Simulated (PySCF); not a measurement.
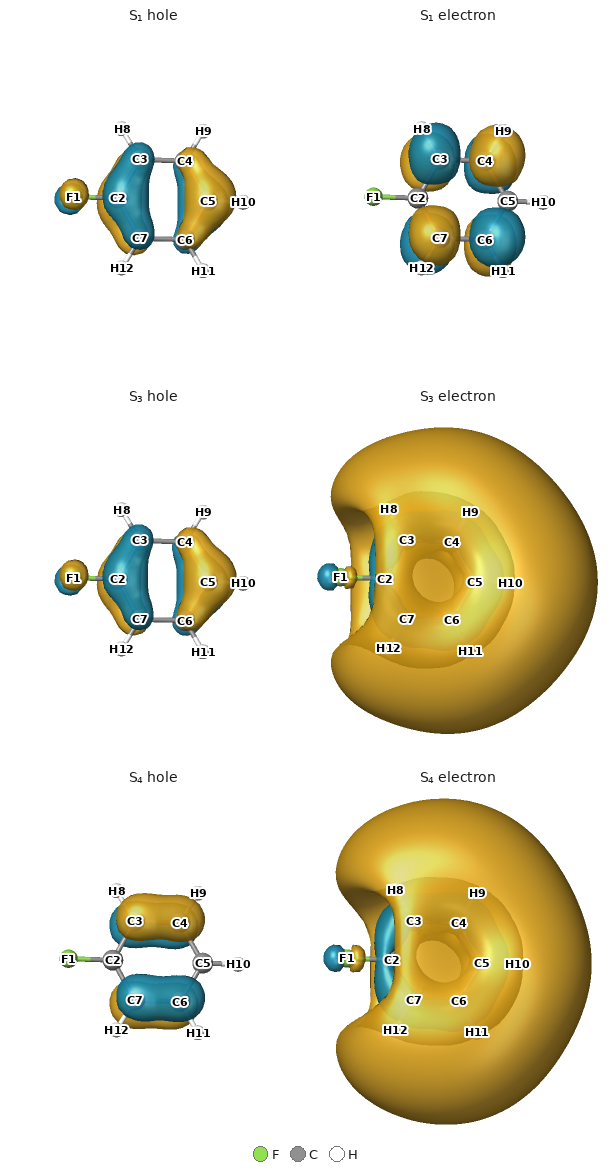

Figure. C$_{6}$H$_{5}$F, SMILES `Fc1ccccc1`. Leading natural transition orbitals (TDA singlet states).

Method: CAM-B3LYP/6-31+G*; geometry: GFN2-xTB; program: PySCF. No frequency check shows the geometry to be a minimum.

Geometry (Å), atoms numbered from 1:

```
F1       2.2747    0.0001    0.0000
C2       0.9240   -0.0001    0.0000
C3       0.2549   -1.2101    0.0000
C4      -1.1292   -1.2007    0.0000
C5      -1.8196    0.0000    0.0000
C6      -1.1292    1.2007    0.0000
C7       0.2549    1.2101    0.0000
H8       0.8146   -2.1322    0.0000
H9      -1.6687   -2.1357    0.0000
H10     -2.8990    0.0003    0.0000
H11     -1.6687    2.1357    0.0000
H12      0.8146    2.1322    0.0000
```

> Give the energy and character of each state.

By state:
- S₁: 5.60 eV (221 nm), f = 0.013, π → π*; the leading pair carries 63 %; hole on C5 (18 %), C2 (16 %) and C3 and C7 (14 % each), electron on C4 and C6 (16 % each), C3 and C7 (15 % each) and C2 and C5 (13 % each) (shares are of the whole state, not of the leading pair alone); their centroids lie 0.1 Å apart.
- S₃: 6.76 eV (183 nm), f = 0.004, π → diffuse (Rydberg-like) orbital; the leading pair carries 99 %; hole on C5 (28 %), C2 (21 %) and C3, C4, C6 and C7 (10 % each), electron on C5 (17 %), C4 and C6 (13 % each) and H10 (11 %) (atom shares of so diffuse an orbital are rough); their centroids lie 1.2 Å apart.
- S₄: 7.12 eV (174 nm), f = 0.000 (dark), π → diffuse (Rydberg-like) orbital; the leading pair carries 98 %; hole on C3 and C7 (21 % each), C4 and C6 (20 % each) and C2 and C5 (5 % each), electron on C4 and C6 (14 % each), C5 (12 %) and C3 and C7 (10 % each) (atom shares of so diffuse an orbital are rough); their centroids lie 0.8 Å apart.
